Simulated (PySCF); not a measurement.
# C$_{3}$H$_{2}$FO: excited-state calculation

C$_{3}$H$_{2}$FO, multiplicity 2, computed with TDA (BP86)/6-31G, UKS (PySCF 2.14.0).

The geometry comes from this level: GFN2-xTB.

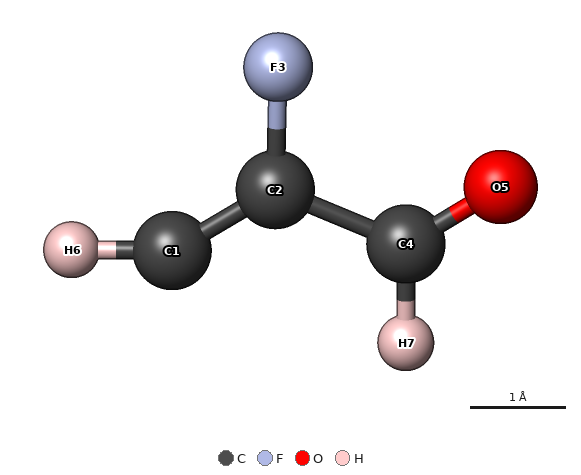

The structure as given in the input (ball-and-stick view, seen at a tilt; atoms are numbered from 1 in the order of the input). Bond lengths as drawn: C–C 1.29 to 1.49 Å, C–F 1.37 Å, C–H 1.06 to 1.10 Å and C–O 1.19 Å.

### Summary

- outcome: converged
- total energy: −290.372755 hartree
- basis functions: 49
- ⟨S²⟩: 0.759
- dipole moment: 3.39 D
- lowest excitation: 2.06 eV
- hardware: 1 thread of Arm Neoverse V2, 24 GiB of memory available, shared host
- wall time: 52 s
- peak memory: 0.43 GiB

### The input (job.py)
```python
from pyscf import gto, dft, tdscf

mol = gto.M(
    atom='geometry.xyz',
    max_memory=1860,
    spin=1,
    verbose=3,
    basis='6-31g',
    charge=0,
)

calc0 = dft.UKS(mol)
calc0.xc = 'bp86'
calc0.conv_tol = 1e-10
calc0.grids.level = 4
calc0.kernel()
if not calc0.converged:
    calc0 = calc0.newton().run(calc0.mo_coeff, calc0.mo_occ)

e_tot = calc0.e_tot
print(f'total energy: {e_tot:.8f} hartree')

td = calc0.TDA()
td.nstates = 3
td.kernel()
td.analyze()
roots = td.e * 27.211386
osc = td.oscillator_strength()
print('state   eV      nm      f')
for i, (w, f) in enumerate(zip(roots, osc), 1):
    print('%3d %9.4f %8.1f %9.5f' % (i, w, 1239.842 / w, f))
```

### File geometry.xyz
```
7
C3H2FO
C     -0.978400     0.809620     0.622980
C      0.112010     0.159900     0.373440
F      1.194090     0.129790     1.209380
C      0.346330    -0.649640    -0.860570
O      1.356420    -1.247310    -1.083430
H     -1.515800     1.436650     1.287150
H     -0.514660    -0.639000    -1.548960
```

Launched with:
```bash
OMP_NUM_THREADS=1 python job.py
```

### What the program printed
```
WARN: HOMO -0.236136359756156 >= LUMO -0.236136359756155

converged SCF energy = -290.37275473863  <S^2> = 0.75901252  2S+1 = 2.0089923
total energy: -290.37275474 hartree
Excitation energies (eV)
[2.0566162  2.47009668 2.99805082]

** Excitation energies and oscillator strengths **
state   eV      nm      f
  1    2.0566    602.9   0.00815
  2    2.4701    501.9   0.00018
  3    2.9981    413.5   0.00026
```

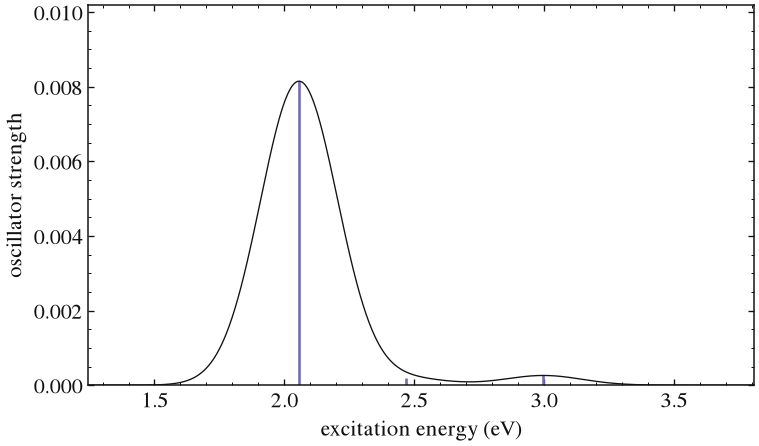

Computed excitations as sticks (degenerate states added up, dark ones marked on the axis), with a Gaussian envelope of 0.35 eV full width at half maximum, scaled to the tallest. Of the 3 states the lowest lies at 2.06 eV (f = 0.008); the strongest line is at 2.06 eV, or 603 nm (f = 0.008).
